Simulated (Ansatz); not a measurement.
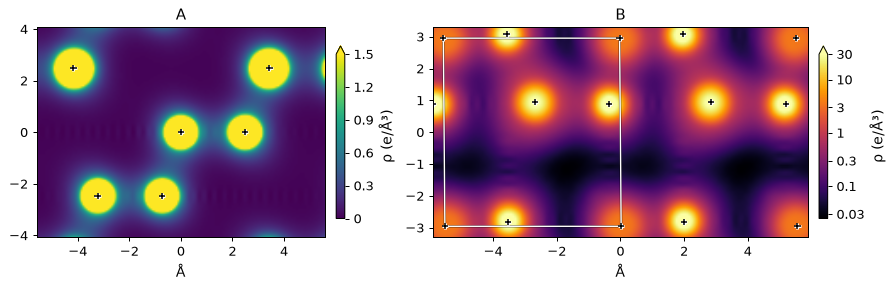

The valence charge density (pseudo) of 2 systems, each on a plane through atoms (crosses mark nuclei in the plane).

Method: DFT, PBE, plane waves, PAW (Ansatz).

System 1: SnGe2, the (110) plane of the conventional cell. Space group P-3m1; started from the ordered alloy on diamond lattice prototype, which need not be the ambient phase.

```
CELL_PARAMETERS angstrom
4.30710 0.00000 0.00000
-2.15355 3.73006 0.00000
0.00000 0.00000 10.47490
ATOMIC_POSITIONS crystal
Ge 0.66667 0.33333 0.53493
Ge 0.33333 0.66667 0.22642
Sn 0.00000 0.00000 0.86281
Ge 0.33333 0.66667 0.46507
Sn 0.00000 0.00000 0.13719
Ge 0.66667 0.33333 0.77358
```

System 2: Ga4AsN3, the (010) plane of the conventional cell. Space group Pm; started from the ordered alloy on wurtzite lattice prototype, which need not be the ambient phase; computed pressure about 5 GPa in this cell.

```
N As Ga
1.0
     5.53713    0.00000    0.02248
     0.00000   -3.37053    0.00000
    -0.02391    0.00000   -5.91031
N As Ga
3 1 4
Direct
  0.99512 0.00000 0.68142
  0.00220 0.50000 0.15169
  0.49384 0.50000 0.83037
  0.51016 0.00000 0.34166
  0.35377 0.00000 0.70478
  0.35101 0.50000 0.12471
  0.85991 0.50000 0.83306
  0.93399 0.00000 0.33231
```

Question: Match each panel to its system.

Answer: Panel A is system 1, SnGe2: the plane holds Ge and Sn. Ge–Ge (2.50 Å): the density is about 0.47 e/Å³ at the midpoint. Panel B is system 2, Ga4AsN3: the plane holds N, As and Ga. Ga–N (1.99 Å): ρ is about 0.72 e/Å³ halfway.
